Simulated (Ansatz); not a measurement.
Input file:

```
crystal:
  lattice:
    - [2.752326687, 1.5890565536, 4.3954003411]
    - [-2.752326687, 1.5890565536, 4.3954003411]
    - [0.0, -3.1781131072, 4.3954003411]
  atoms:
    - { symbol: Li, position: [0.5, 0.5, 0.5] }
    - { symbol: Al, position: [0.0, 0.0, 0.5] }
    - { symbol: Al, position: [0.5, 0.0, 0.0] }
    - { symbol: Al, position: [0.0, 0.5, 0.0] }
    - { symbol: Al, position: [0.0, 0.0, 0.0] }
basis:
  ecutwfc: 420
kpoints:
  mp_grid: { grid: [12, 12, 12] }
hamiltonian:
  xc: pbe
scf:
  occupations: { method: gaussian, width: 0.1 }
output:
  forces: true
  stress: true
  eigenvalues: true
  write_density: true
  write_potential: true
  elf: true
  volumetric_format: npy
relax:
  adjacent_minimum: "off"
  f_tol: 0.01
  max_steps: 80
  cell: { stress_tol: 0.05 }
```

Command:

```sh
ansatz run input.yaml --threads 1 --pin off --max-ram 2560MiB --backend cpu --events-out ev --progress --plain --runs-dir out
```

Below, planes, directions and counts refer to the conventional cell (a = 5.51 Å, b = 5.51 Å, c = 13.20 Å, α = 90.00°, β = 90.00°, γ = 120.00°).

The fields are those of the run's last geometry, not of the input's.

Space group R-3m; a structure generated by program, which may or may not match a known phase; computed without spin polarisation.

Computed with DFT PBE, scalar-relativistic, plane waves, PAW in Ansatz 0.2.0.

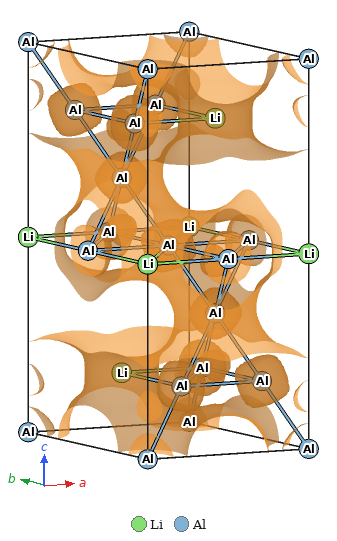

LiAl₄. Isosurface of the electron localisation function at 0.55 (orange), seen at an oblique angle. Core shells and regions of very low density are left out. Sticks mark near contacts.

In a PAW calculation such maps are meaningful between the atoms, not at the nuclei.

> Identify the bonds, lone pairs and shells in this picture.

The ELF exceeds this value in one network that runs through the whole crystal, counted in one cell of 15 atoms. Any copies at cell faces, edges or corners count once.

Values along the shortest contacts:
Al–Al (2.71 Å): the ELF peaks at about 0.75 between the atoms. Li–Al (2.75 Å): the ELF peaks at about 0.75 in the valence shell of Al, 1.1 Å from its nucleus, and is about 0.70 at the midpoint.
